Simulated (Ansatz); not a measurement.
# H₃O+ (singlet): trial inputs and their diagnosis at scale of all distances = 1.000

3 inputs are run for H₃O+ (singlet) as typed; the log has to tell whether the result can be used and what must change.

Method: the settings change from run to run; program: Ansatz 0.2.0, Gaussian basis.

17 further runs of the same task are left out: 1 for a known fault of the program, 13 that didn't finish, 3 set aside as unsound or not needed. Runs told in other sessions of the task aren't counted.

**1. The system**

The geometry derives from a PBE0/def2-TZVP stationary point (not a proven minimum). All distances are scaled together.

4 atoms, charge 1, spin multiplicity 1.

Atoms are counted from 1 here; the program's logs count them from 0.

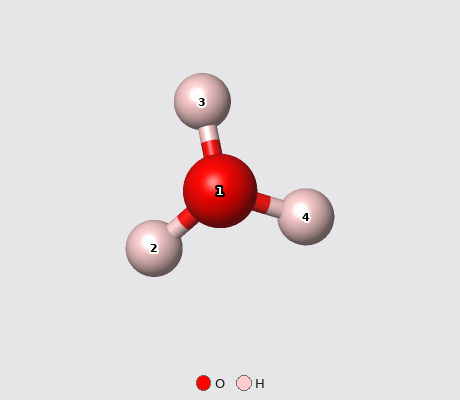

The geometry (oxygen red, hydrogen pink); atoms are numbered from 1 in the order of the file.

**2. Attempt 1**

The input, in.yaml:

```yaml
crystal:
  periodic: [false, false, false]
  atoms:
    - {symbol: O, position_ang: [0.000157, -0.000104, -0.041923]}
    - {symbol: H, position_ang: [0.941031, 0.014170, 0.225305]}
    - {symbol: H, position_ang: [-0.483545, 0.809421, 0.218000]}
    - {symbol: H, position_ang: [-0.459974, -0.821935, 0.222149]}
basis:
  gaussian: {orbitals: def2-TZVP}
total_charge: 1
correlation: {method: fic_mrcisd_q, electrons: outside_noble_gas, active_space: {window: {electrons: 2, orbitals: 2}, places: [1, 2]}}
```

Command:

```console
$ ansatz run in.yaml --threads 1 --pin off --events-out ev --progress --plain --max-ram 2393MiB
```

Log:

```text
Error: invalid value for `correlation.active_space`: name one of window, places and ras
```

Wall time 0.03 s (1 thread of Arm Neoverse V1, shared host).

Diagnosis: The run was refused. The active space is defined twice. Cure: keep one definition.

**3. Attempt 2**

The input, in.yaml:

```yaml
crystal:
  periodic: [false, false, false]
  atoms:
    - {symbol: O, position_ang: [0.941031, 0.314170, 0.225305]}
    - {symbol: H, position_ang: [0.941031, 0.014170, 0.225305]}
    - {symbol: H, position_ang: [-0.483545, 0.809421, 0.218000]}
    - {symbol: H, position_ang: [-0.459974, -0.821935, 0.222149]}
basis:
  gaussian: {orbitals: def2-mTZVP}
total_charge: 1
correlation: {active_space: {window: {electrons: 2, orbitals: 2}, fixed_orbitals: true}}
scf: {lower_state_search: full}
```

Launched as before.

Log:

```text
Functional definition: HF
  name "HF"
  cite "Fock, Z. Phys. 61, 126 (1930) doi:10.1007/BF01340294"
  parent pbe
  exchange = exact_x
  correlation = 0
321 factors; integrals over basis functions are off by at most 4.2e-4 eV
mean field evaluation 1: about -1943.3536 eV, gradient 1.1e2 eV
mean field evaluation 2: about -1943.3795 eV, gradient 1.1e2 eV
mean field evaluation 4: about -1961.2206 eV, gradient 3.9e1 eV
mean field evaluation 8: about -1965.7676 eV, gradient 3.2e-1 eV
mean field evaluation 16: about -1956.2696 eV, gradient 8.4e-1 eV
mean field evaluation 32: about -1965.7564 eV, gradient 2.5e-1 eV
mean field -1965.76876918 eV, -72.2406698214 hartree, gradient 5.4e-6 eV, S^2 0.000000; 2 other end points of the search recorded, 0 dependent functions left out
reference -1965.76876918 eV, -72.2406698214 hartree; 5, 5 occupied and 28, 28 virtual orbitals, 321 factors
state -1966.56184051 eV, -72.2698146551 hartree
Total energy: -1966.56184051 eV, -72.2698146551 hartree
```

Wall time 0.15 s (1 thread of Arm Neoverse V1, shared host).

**Diagnosis.** The run converged, which proves nothing about the input. One atom lies on top of another. The shortest distance is 0.30 Å, against 0.98 Å in the geometry of step 1. Its energy belongs to another geometry. Cure: restore its position.

**4. Attempt 3**

The input, in.yaml:

```yaml
crystal:
  periodic: [false, false, false]
  atoms:
    - {symbol: O, position_ang: [0.991031, 0.014170, 0.275305]}
    - {symbol: H, position_ang: [0.941031, 0.014170, 0.225305]}
    - {symbol: H, position_ang: [-0.483545, 0.809421, 0.218000]}
    - {symbol: H, position_ang: [-0.459974, -0.821935, 0.222149]}
basis:
  gaussian: {orbitals: cc-pVDZ}
total_charge: 1
hamiltonian: {pseudopotentials: {relativity: none}}
correlation: {active_space: {window: {electrons: 4, orbitals: 5}}}
accuracy: high
scf: {lower_state_search: light}
output: {forces: true}
```

The command is unchanged.

Log, shortened:

```text
Functional definition: HF
  name "HF"
  cite "Fock, Z. Phys. 61, 126 (1930) doi:10.1007/BF01340294"
  parent pbe
[...]
518 factors; integrals over basis functions are off by at most 3.0e-9 eV
[...]
mean field -942.12638185 eV, -34.6225059367 hartree, gradient 1.7e-8 eV, S^2 0.000000; 2 other end points of the search recorded, 0 dependent functions left out
reference -942.12638185 eV, -34.6225059367 hartree; 5, 5 occupied and 24, 24 virtual orbitals, 518 factors
state -945.34467025 eV, -34.7407758542 hartree
[...]
Total energy: -945.34467025 eV, -34.7407758542 hartree
Atom 0 at     0.991031     0.014170     0.275305 Å, force 14753.795496    -0.370423 14790.515993 eV/Å
Atom 1 at     0.941031     0.014170     0.225305 Å, force -14759.476040     0.292285 -14791.836491 eV/Å
Atom 2 at    -0.483545     0.809421     0.218000 Å, force     2.849918    -1.174817     0.668267 eV/Å
Atom 3 at    -0.459974    -0.821935     0.222149 Å, force     2.830627     1.252955     0.652231 eV/Å
Dipole moment:    -1.239957    -0.015402    -0.114594 e Å
```

Run time: 0.63 s. Hardware: 1 thread of Arm Neoverse V1, shared host.

**Diagnosis.** The run converged, which proves nothing about the input. One atom lies on top of another. The shortest distance is 0.07 Å, against 0.98 Å in the geometry of step 1. Its energy belongs to another geometry. To mend it, restore its position.

**5. How the runs ended**

| attempt | level | ended | cause | time |
| --- | --- | --- | --- | --- |
| 1 | MRCISD+Q(2,2)/def2-TZVP | refused | the active space is defined twice | 0.03 s |
| 2 | CASCI(2,2)/def2-mTZVP | converged | one atom lies on top of another | 0.15 s |
| 3 | CASSCF(4,5)/cc-pVDZ | converged | one atom lies on top of another | 0.63 s |

1 refused, 2 converged. The input that converges on a wrong geometry or spin is the dangerous one: no error points at it, so geometry and ⟨S²⟩ have to be checked.
